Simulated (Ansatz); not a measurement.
## Molecular dynamics, with input and output: CH6ClNOSi (part 1 of 5)

The run: molecular dynamics of CH6ClNOSi. Method and program: RKS PBE/cc-pVDZ (Ansatz 0.2.0).

It belongs to a series of runs on one base structure; here: dynamics from the last frame of an earlier run. Figures and captions count atoms from 1; the log counts them from 0 in places.

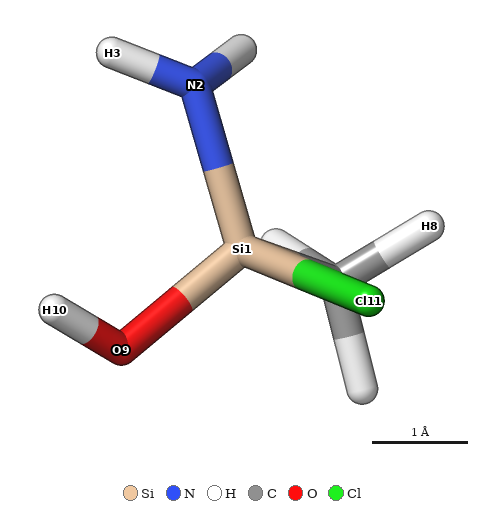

**Figure 1.** The starting structure (stick view, seen at a tilt; atoms are numbered from 1 in the order of the input). Bond lengths as drawn: Cl–Si 2.26 Å, C–H 1.15 to 1.17 Å, C–Si 1.92 Å, H–N 0.94 to 1.07 Å, H–O 0.95 Å, N–Si 1.80 Å and O–Si 1.72 Å.

## Summary

- outcome: finished
- mean temperature over the second half: 658 K
- trajectory: 100 steps, 50 fs
- ensemble: nve
- temperature in the input: 500.0 K
- time step: 0.5 fs
- potential energy (last step): −25060.7476 eV
- mean-field energy (last step): −25060.7476 eV
- largest force (length of the vector) (last step): 3.415 eV/Å
- hardware: 2 threads of Intel Xeon (Sapphire Rapids), 32 GiB of memory available, shared host
- wall time: 2.8 min (CPU time 5.4 min)
- peak memory: 0.17 GiB

## Notes

So short a trajectory is not equilibrated.

## The input
```yaml
crystal:
  periodic: [false, false, false]
  atoms:
    - { symbol: Si, position_ang: [0.062364, 0.109609, 0.124602] }
    - { symbol: "N", position_ang: [0.06987, 0.055046, 1.922387] }
    - { symbol: H, position_ang: [-0.346199, 0.658614, 2.51869] }
    - { symbol: H, position_ang: [1.114728, -0.071135, 2.087584] }
    - { symbol: C, position_ang: [1.852061, 0.07091, -0.576417] }
    - { symbol: H, position_ang: [1.854618, 0.154228, -1.731946] }
    - { symbol: H, position_ang: [2.472087, 0.908397, -0.043259] }
    - { symbol: H, position_ang: [2.25006, -0.975176, -0.30816] }
    - { symbol: O, position_ang: [-1.072846, 1.257019, -0.475732] }
    - { symbol: H, position_ang: [-1.72625, 1.538262, 0.15881] }
    - { symbol: Cl, position_ang: [-1.033766, -1.6677, -0.726829] }
basis:
  gaussian: { orbitals: cc-pVDZ }
hamiltonian:
  xc: pbe
md:
  timestep: 0.5
  n_steps: 100
  ensemble: nve
  temperature: 500.0
  initial_velocities: maxwell_boltzmann
  seed: 544199
```

Launch command:
```bash
ansatz run input.yaml --threads 2 --pin off --max-ram 3072MiB --backend cpu --events-out ev --progress --plain --runs-dir out
```

## What the program printed
```
Engine: ansatz 0.2.0, x86_64-unknown-linux-gnu
Functional definition: PBE
  parameter kappa = 0.804
  parameter beta = 0.06672455060314922
  exchange = pbe_x(kappa = kappa, mu = beta*pi^2/3)
  correlation = pbe_c(beta = beta)
1363 factors; their error is unknown
mean field evaluation 1: about -25044.5483 eV, gradient 8.9e1 eV
mean field evaluation 2: about -25004.7935 eV, gradient 1.5e2 eV
mean field evaluation 4: about -25060.0684 eV, gradient 1.1e1 eV
mean field evaluation 8: about -25060.3551 eV, gradient 8.2e-2 eV
mean field evaluation 16: about -25060.3007 eV, gradient 5.2e-5 eV
mean field -25060.30072056 eV, -920.9490649985 hartree, gradient 5.2e-5 eV, S^2 0.000000; 0 other end points of the search recorded, 0 dependent functions left out
the calculation of the forces begins
reference -25060.30075712 eV, -920.9490663422 hartree; 29, 29 occupied and 79, 79 virtual orbitals, 1363 factors
md step     0: t =     0.00 fs  T =   500.0 K  F+E_penalty+E_count = -25060.30072056 eV  E_kin = 0.581670 eV  conserved = -25059.71905056 eV  (28 SCF iters)
these checks for a lower state are left out or cut short: starts, cluster_reference, orbital_swaps, neighbouring_geometries, increment
1363 factors; their error is unknown
mean field -25060.39717239 eV, -920.9526095379 hartree, gradient 2.3e-5 eV, S^2 0.000000; 0 other end points of the search recorded, 0 dependent functions left out
the calculation of the forces begins
reference -25060.39720903 eV, -920.9526108844 hartree; 29, 29 occupied and 79, 79 virtual orbitals, 1363 factors
md step     1: t =     0.50 fs  T =   580.4 K  F+E_penalty+E_count = -25060.39717239 eV  E_kin = 0.675208 eV  conserved = -25059.72196417 eV  (31 SCF iters)
[... from here on the SCF iterations and repeated set-up lines of each step are left out, up to the last step ...]
md step     2: t =     1.00 fs  T =   669.8 K  F+E_penalty+E_count = -25060.50467500 eV  E_kin = 0.779241 eV  conserved = -25059.72543401 eV  (31 SCF iters)
md step     3: t =     1.50 fs  T =   724.6 K  F+E_penalty+E_count = -25060.57025122 eV  E_kin = 0.842991 eV  conserved = -25059.72726053 eV  (30 SCF iters)
md step     4: t =     2.00 fs  T =   720.4 K  F+E_penalty+E_count = -25060.56476643 eV  E_kin = 0.838108 eV  conserved = -25059.72665862 eV  (31 SCF iters)
md step     5: t =     2.50 fs  T =   663.3 K  F+E_penalty+E_count = -25060.49587835 eV  E_kin = 0.771624 eV  conserved = -25059.72425484 eV  (31 SCF iters)
md step     6: t =     3.00 fs  T =   582.7 K  F+E_penalty+E_count = -25060.39926662 eV  E_kin = 0.677854 eV  conserved = -25059.72141277 eV  (31 SCF iters)
md step     7: t =     3.50 fs  T =   514.4 K  F+E_penalty+E_count = -25060.31796667 eV  E_kin = 0.598472 eV  conserved = -25059.71949477 eV  (31 SCF iters)
md step     8: t =     4.00 fs  T =   483.4 K  F+E_penalty+E_count = -25060.28157498 eV  E_kin = 0.562409 eV  conserved = -25059.71916627 eV  (30 SCF iters)
md step     9: t =     4.50 fs  T =   494.8 K  F+E_penalty+E_count = -25060.29580799 eV  E_kin = 0.575645 eV  conserved = -25059.72016308 eV  (30 SCF iters)
md step    10: t =     5.00 fs  T =   536.5 K  F+E_penalty+E_count = -25060.34585433 eV  E_kin = 0.624142 eV  conserved = -25059.72171248 eV  (29 SCF iters)
md step    11: t =     5.50 fs  T =   588.4 K  F+E_penalty+E_count = -25060.40763507 eV  E_kin = 0.684486 eV  conserved = -25059.72314950 eV  (30 SCF iters)
md step    12: t =     6.00 fs  T =   630.8 K  F+E_penalty+E_count = -25060.45808126 eV  E_kin = 0.733880 eV  conserved = -25059.72420090 eV  (30 SCF iters)
md step    13: t =     6.50 fs  T =   649.1 K  F+E_penalty+E_count = -25060.48002459 eV  E_kin = 0.755177 eV  conserved = -25059.72484787 eV  (30 SCF iters)
md step    14: t =     7.00 fs  T =   634.7 K  F+E_penalty+E_count = -25060.46337076 eV  E_kin = 0.738360 eV  conserved = -25059.72501074 eV  (30 SCF iters)
md step    15: t =     7.50 fs  T =   586.7 K  F+E_penalty+E_count = -25060.40687706 eV  E_kin = 0.682499 eV  conserved = -25059.72437844 eV  (30 SCF iters)
md step    16: t =     8.00 fs  T =   515.7 K  F+E_penalty+E_count = -25060.32263727 eV  E_kin = 0.599975 eV  conserved = -25059.72266213 eV  (31 SCF iters)
md step    17: t =     8.50 fs  T =   446.0 K  F+E_penalty+E_count = -25060.23918059 eV  E_kin = 0.518907 eV  conserved = -25059.72027408 eV  (31 SCF iters)
md step    18: t =     9.00 fs  T =   408.4 K  F+E_penalty+E_count = -25060.19373883 eV  E_kin = 0.475076 eV  conserved = -25059.71866288 eV  (29 SCF iters)
md step    19: t =     9.50 fs  T =   422.2 K  F+E_penalty+E_count = -25060.21038835 eV  E_kin = 0.491152 eV  conserved = -25059.71923586 eV  (31 SCF iters)
md step    20: t =    10.00 fs  T =   480.0 K  F+E_penalty+E_count = -25060.28011332 eV  E_kin = 0.558397 eV  conserved = -25059.72171607 eV  (30 SCF iters)
md step    21: t =    10.50 fs  T =   550.7 K  F+E_penalty+E_count = -25060.36502414 eV  E_kin = 0.640701 eV  conserved = -25059.72432274 eV  (30 SCF iters)
md step    22: t =    11.00 fs  T =   600.6 K  F+E_penalty+E_count = -25060.42423541 eV  E_kin = 0.698717 eV  conserved = -25059.72551847 eV  (30 SCF iters)
md step    23: t =    11.50 fs  T =   612.3 K  F+E_penalty+E_count = -25060.43732514 eV  E_kin = 0.712337 eV  conserved = -25059.72498797 eV  (30 SCF iters)
md step    24: t =    12.00 fs  T =   590.4 K  F+E_penalty+E_count = -25060.41022247 eV  E_kin = 0.686813 eV  conserved = -25059.72340929 eV  (30 SCF iters)
md step    25: t =    12.50 fs  T =   553.3 K  F+E_penalty+E_count = -25060.36557629 eV  E_kin = 0.643706 eV  conserved = -25059.72187024 eV  (30 SCF iters)
md step    26: t =    13.00 fs  T =   520.3 K  F+E_penalty+E_count = -25060.32649488 eV  E_kin = 0.605316 eV  conserved = -25059.72117859 eV  (31 SCF iters)
md step    27: t =    13.50 fs  T =   501.2 K  F+E_penalty+E_count = -25060.30432162 eV  E_kin = 0.583013 eV  conserved = -25059.72130908 eV  (31 SCF iters)
md step    28: t =    14.00 fs  T =   495.7 K  F+E_penalty+E_count = -25060.29831364 eV  E_kin = 0.576692 eV  conserved = -25059.72162182 eV  (30 SCF iters)
md step    29: t =    14.50 fs  T =   500.7 K  F+E_penalty+E_count = -25060.30420329 eV  E_kin = 0.582517 eV  conserved = -25059.72168605 eV  (31 SCF iters)
md step    30: t =    15.00 fs  T =   514.6 K  F+E_penalty+E_count = -25060.32037395 eV  E_kin = 0.598684 eV  conserved = -25059.72169003 eV  (30 SCF iters)
md step    31: t =    15.50 fs  T =   536.1 K  F+E_penalty+E_count = -25060.34572319 eV  E_kin = 0.623669 eV  conserved = -25059.72205403 eV  (30 SCF iters)
md step    32: t =    16.00 fs  T =   559.9 K  F+E_penalty+E_count = -25060.37418506 eV  E_kin = 0.651329 eV  conserved = -25059.72285638 eV  (30 SCF iters)
md step    33: t =    16.50 fs  T =   576.1 K  F+E_penalty+E_count = -25060.39388950 eV  E_kin = 0.670204 eV  conserved = -25059.72368525 eV  (30 SCF iters)
md step    34: t =    17.00 fs  T =   575.4 K  F+E_penalty+E_count = -25060.39325994 eV  E_kin = 0.669340 eV  conserved = -25059.72391962 eV  (30 SCF iters)
md step    35: t =    17.50 fs  T =   556.1 K  F+E_penalty+E_count = -25060.37007587 eV  E_kin = 0.646925 eV  conserved = -25059.72315056 eV  (30 SCF iters)
md step    36: t =    18.00 fs  T =   529.0 K  F+E_penalty+E_count = -25060.33702763 eV  E_kin = 0.615409 eV  conserved = -25059.72161901 eV  (30 SCF iters)
md step    37: t =    18.50 fs  T =   513.1 K  F+E_penalty+E_count = -25060.31732097 eV  E_kin = 0.596931 eV  conserved = -25059.72038956 eV  (30 SCF iters)
md step    38: t =    19.00 fs  T =   522.7 K  F+E_penalty+E_count = -25060.32873923 eV  E_kin = 0.608109 eV  conserved = -25059.72063023 eV  (29 SCF iters)
md step    39: t =    19.50 fs  T =   554.3 K  F+E_penalty+E_count = -25060.36719747 eV  E_kin = 0.644876 eV  conserved = -25059.72232147 eV  (29 SCF iters)
md step    40: t =    20.00 fs  T =   587.4 K  F+E_penalty+E_count = -25060.40744694 eV  E_kin = 0.683358 eV  conserved = -25059.72408882 eV  (30 SCF iters)
md step    41: t =    20.50 fs  T =   600.4 K  F+E_penalty+E_count = -25060.42292826 eV  E_kin = 0.698414 eV  conserved = -25059.72451471 eV  (30 SCF iters)
md step    42: t =    21.00 fs  T =   587.4 K  F+E_penalty+E_count = -25060.40661765 eV  E_kin = 0.683326 eV  conserved = -25059.72329196 eV  (30 SCF iters)
md step    43: t =    21.50 fs  T =   562.7 K  F+E_penalty+E_count = -25060.37592035 eV  E_kin = 0.654606 eV  conserved = -25059.72131422 eV  (29 SCF iters)
md step    44: t =    22.00 fs  T =   549.9 K  F+E_penalty+E_count = -25060.35964877 eV  E_kin = 0.639672 eV  conserved = -25059.71997650 eV  (30 SCF iters)
md step    45: t =    22.50 fs  T =   565.1 K  F+E_penalty+E_count = -25060.37753861 eV  E_kin = 0.657419 eV  conserved = -25059.72011970 eV  (30 SCF iters)
md step    46: t =    23.00 fs  T =   607.2 K  F+E_penalty+E_count = -25060.42779934 eV  E_kin = 0.706372 eV  conserved = -25059.72142723 eV  (30 SCF iters)
md step    47: t =    23.50 fs  T =   660.5 K  F+E_penalty+E_count = -25060.49128968 eV  E_kin = 0.768396 eV  conserved = -25059.72289407 eV  (29 SCF iters)
md step    48: t =    24.00 fs  T =   706.8 K  F+E_penalty+E_count = -25060.54599699 eV  E_kin = 0.822276 eV  conserved = -25059.72372107 eV  (30 SCF iters)
md step    49: t =    24.50 fs  T =   735.4 K  F+E_penalty+E_count = -25060.57918184 eV  E_kin = 0.855485 eV  conserved = -25059.72369714 eV  (30 SCF iters)
md step    50: t =    25.00 fs  T =   746.1 K  F+E_penalty+E_count = -25060.59103453 eV  E_kin = 0.867960 eV  conserved = -25059.72307412 eV  (29 SCF iters)
md step    51: t =    25.50 fs  T =   746.8 K  F+E_penalty+E_count = -25060.59110880 eV  E_kin = 0.868781 eV  conserved = -25059.72232796 eV  (29 SCF iters)
md step    52: t =    26.00 fs  T =   747.2 K  F+E_penalty+E_count = -25060.59113916 eV  E_kin = 0.869240 eV  conserved = -25059.72189940 eV  (30 SCF iters)
md step    53: t =    26.50 fs  T =   753.5 K  F+E_penalty+E_count = -25060.59841590 eV  E_kin = 0.876521 eV  conserved = -25059.72189451 eV  (29 SCF iters)
md step    54: t =    27.00 fs  T =   766.8 K  F+E_penalty+E_count = -25060.61405499 eV  E_kin = 0.892048 eV  conserved = -25059.72200659 eV  (29 SCF iters)
md step    55: t =    27.50 fs  T =   786.6 K  F+E_penalty+E_count = -25060.63701444 eV  E_kin = 0.915095 eV  conserved = -25059.72191922 eV  (29 SCF iters)
md step    56: t =    28.00 fs  T =   813.4 K  F+E_penalty+E_count = -25060.66814886 eV  E_kin = 0.946314 eV  conserved = -25059.72183475 eV  (30 SCF iters)
md step    57: t =    28.50 fs  T =   846.6 K  F+E_penalty+E_count = -25060.70728536 eV  E_kin = 0.984935 eV  conserved = -25059.72234997 eV  (30 SCF iters)
md step    58: t =    29.00 fs  T =   878.3 K  F+E_penalty+E_count = -25060.74534635 eV  E_kin = 1.021713 eV  conserved = -25059.72363322 eV  (29 SCF iters)
md step    59: t =    29.50 fs  T =   891.9 K  F+E_penalty+E_count = -25060.76259951 eV  E_kin = 1.037614 eV  conserved = -25059.72498554 eV  (30 SCF iters)
md step    60: t =    30.00 fs  T =   871.2 K  F+E_penalty+E_count = -25060.73885939 eV  E_kin = 1.013453 eV  conserved = -25059.72540628 eV  (30 SCF iters)
md step    61: t =    30.50 fs  T =   811.0 K  F+E_penalty+E_count = -25060.66793081 eV  E_kin = 0.943487 eV  conserved = -25059.72444412 eV  (29 SCF iters)
md step    62: t =    31.00 fs  T =   723.5 K  F+E_penalty+E_count = -25060.56419865 eV  E_kin = 0.841665 eV  conserved = -25059.72253356 eV  (30 SCF iters)
md step    63: t =    31.50 fs  T =   632.2 K  F+E_penalty+E_count = -25060.45620219 eV  E_kin = 0.735499 eV  conserved = -25059.72070363 eV  (30 SCF iters)
md step    64: t =    32.00 fs  T =   560.1 K  F+E_penalty+E_count = -25060.37144092 eV  E_kin = 0.651577 eV  conserved = -25059.71986375 eV  (30 SCF iters)
md step    65: t =    32.50 fs  T =   518.1 K  F+E_penalty+E_count = -25060.32291239 eV  E_kin = 0.602746 eV  conserved = -25059.72016596 eV  (30 SCF iters)
md step    66: t =    33.00 fs  T =   503.2 K  F+E_penalty+E_count = -25060.30649943 eV  E_kin = 0.585441 eV  conserved = -25059.72105801 eV  (30 SCF iters)
md step    67: t =    33.50 fs  T =   504.4 K  F+E_penalty+E_count = -25060.30866690 eV  E_kin = 0.586770 eV  conserved = -25059.72189697 eV  (31 SCF iters)
md step    68: t =    34.00 fs  T =   510.3 K  F+E_penalty+E_count = -25060.31600032 eV  E_kin = 0.593599 eV  conserved = -25059.72240116 eV  (30 SCF iters)
md step    69: t =    34.50 fs  T =   513.4 K  F+E_penalty+E_count = -25060.31990398 eV  E_kin = 0.597274 eV  conserved = -25059.72262998 eV  (30 SCF iters)
md step    70: t =    35.00 fs  T =   510.2 K  F+E_penalty+E_count = -25060.31625325 eV  E_kin = 0.593508 eV  conserved = -25059.72274495 eV  (31 SCF iters)
md step    71: t =    35.50 fs  T =   499.0 K  F+E_penalty+E_count = -25060.30327246 eV  E_kin = 0.580449 eV  conserved = -25059.72282350 eV  (30 SCF iters)
md step    72: t =    36.00 fs  T =   479.3 K  F+E_penalty+E_count = -25060.28043460 eV  E_kin = 0.557625 eV  conserved = -25059.72281004 eV  (32 SCF iters)
md step    73: t =    36.50 fs  T =   452.7 K  F+E_penalty+E_count = -25060.24922295 eV  E_kin = 0.526650 eV  conserved = -25059.72257328 eV  (31 SCF iters)
md step    74: t =    37.00 fs  T =   423.7 K  F+E_penalty+E_count = -25060.21496700 eV  E_kin = 0.492964 eV  conserved = -25059.72200344 eV  (31 SCF iters)
md step    75: t =    37.50 fs  T =   401.5 K  F+E_penalty+E_count = -25060.18822558 eV  E_kin = 0.467091 eV  conserved = -25059.72113436 eV  (31 SCF iters)
md step    76: t =    38.00 fs  T =   398.4 K  F+E_penalty+E_count = -25060.18372849 eV  E_kin = 0.463423 eV  conserved = -25059.72030527 eV  (31 SCF iters)
md step    77: t =    38.50 fs  T =   425.1 K  F+E_penalty+E_count = -25060.21470330 eV  E_kin = 0.494557 eV  conserved = -25059.72014625 eV  (29 SCF iters)
md step    78: t =    39.00 fs  T =   483.3 K  F+E_penalty+E_count = -25060.28340652 eV  E_kin = 0.562299 eV  conserved = -25059.72110741 eV  (29 SCF iters)
md step    79: t =    39.50 fs  T =   560.4 K  F+E_penalty+E_count = -25060.37482427 eV  E_kin = 0.651916 eV  conserved = -25059.72290822 eV  (30 SCF iters)
md step    80: t =    40.00 fs  T =   633.1 K  F+E_penalty+E_count = -25060.46109451 eV  E_kin = 0.736461 eV  conserved = -25059.72463317 eV  (30 SCF iters)
md step    81: t =    40.50 fs  T =   679.0 K  F+E_penalty+E_count = -25060.51523568 eV  E_kin = 0.789863 eV  conserved = -25059.72537264 eV  (30 SCF iters)
md step    82: t =    41.00 fs  T =   687.9 K  F+E_penalty+E_count = -25060.52498614 eV  E_kin = 0.800235 eV  conserved = -25059.72475102 eV  (30 SCF iters)
md step    83: t =    41.50 fs  T =   666.6 K  F+E_penalty+E_count = -25060.49860493 eV  E_kin = 0.775484 eV  conserved = -25059.72312136 eV  (30 SCF iters)
md step    84: t =    42.00 fs  T =   634.5 K  F+E_penalty+E_count = -25060.45959729 eV  E_kin = 0.738195 eV  conserved = -25059.72140238 eV  (29 SCF iters)
md step    85: t =    42.50 fs  T =   612.6 K  F+E_penalty+E_count = -25060.43314791 eV  E_kin = 0.712663 eV  conserved = -25059.72048474 eV  (30 SCF iters)
md step    86: t =    43.00 fs  T =   612.5 K  F+E_penalty+E_count = -25060.43310797 eV  E_kin = 0.712530 eV  conserved = -25059.72057778 eV  (30 SCF iters)
md step    87: t =    43.50 fs  T =   633.9 K  F+E_penalty+E_count = -25060.45862172 eV  E_kin = 0.737400 eV  conserved = -25059.72122180 eV  (29 SCF iters)
md step    88: t =    44.00 fs  T =   669.1 K  F+E_penalty+E_count = -25060.50028320 eV  E_kin = 0.778376 eV  conserved = -25059.72190739 eV  (30 SCF iters)
md step    89: t =    44.50 fs  T =   709.1 K  F+E_penalty+E_count = -25060.54746149 eV  E_kin = 0.824971 eV  conserved = -25059.72249024 eV  (30 SCF iters)
md step    90: t =    45.00 fs  T =   745.9 K  F+E_penalty+E_count = -25060.59084096 eV  E_kin = 0.867767 eV  conserved = -25059.72307346 eV  (30 SCF iters)
md step    91: t =    45.50 fs  T =   771.7 K  F+E_penalty+E_count = -25060.62147449 eV  E_kin = 0.897781 eV  conserved = -25059.72369305 eV  (30 SCF iters)
md step    92: t =    46.00 fs  T =   779.2 K  F+E_penalty+E_count = -25060.63067708 eV  E_kin = 0.906530 eV  conserved = -25059.72414719 eV  (30 SCF iters)
md step    93: t =    46.50 fs  T =   764.3 K  F+E_penalty+E_count = -25060.61323938 eV  E_kin = 0.889193 eV  conserved = -25059.72404676 eV  (30 SCF iters)
md step    94: t =    47.00 fs  T =   730.7 K  F+E_penalty+E_count = -25060.57310128 eV  E_kin = 0.850021 eV  conserved = -25059.72308013 eV  (30 SCF iters)
md step    95: t =    47.50 fs  T =   692.8 K  F+E_penalty+E_count = -25060.52734460 eV  E_kin = 0.805909 eV  conserved = -25059.72143514 eV  (30 SCF iters)
md step    96: t =    48.00 fs  T =   672.6 K  F+E_penalty+E_count = -25060.50246994 eV  E_kin = 0.782459 eV  conserved = -25059.72001071 eV  (31 SCF iters)
md step    97: t =    48.50 fs  T =   688.3 K  F+E_penalty+E_count = -25060.52060469 eV  E_kin = 0.800714 eV  conserved = -25059.71989034 eV  (31 SCF iters)
md step    98: t =    49.00 fs  T =   741.3 K  F+E_penalty+E_count = -25060.58374275 eV  E_kin = 0.862418 eV  conserved = -25059.72132448 eV  (28 SCF iters)
md step    99: t =    49.50 fs  T =   813.9 K  F+E_penalty+E_count = -25060.67022815 eV  E_kin = 0.946797 eV  conserved = -25059.72343120 eV  (29 SCF iters)
these checks for a lower state are left out or cut short: starts, cluster_reference, orbital_swaps, neighbouring_geometries, increment
1363 factors; their error is unknown
mean field -25060.74753275 eV, -920.9654850438 hartree, gradient 1.9e-5 eV, S^2 0.000000; 0 other end points of the search recorded, 0 dependent functions left out
the calculation of the forces begins
reference -25060.74756850 eV, -920.9654863575 hartree; 29, 29 occupied and 79, 79 virtual orbitals, 1363 factors
1363 factors; their error is unknown
mean field evaluation 832: about -25060.7475 eV, gradient 5.0e-5 eV
mean field -25060.74753275 eV, -920.9654850438 hartree, gradient 1.9e-5 eV, S^2 0.000000; 1 other end points of the search recorded, 0 dependent functions left out
the calculation of the forces begins
reference -25060.74756850 eV, -920.9654863575 hartree; 29, 29 occupied and 79, 79 virtual orbitals, 1363 factors
md step   100: t =    50.00 fs  T =   878.9 K  F+E_penalty+E_count = -25060.74753275 eV  E_kin = 1.022517 eV  conserved = -25059.72501617 eV  (28 SCF iters)
```
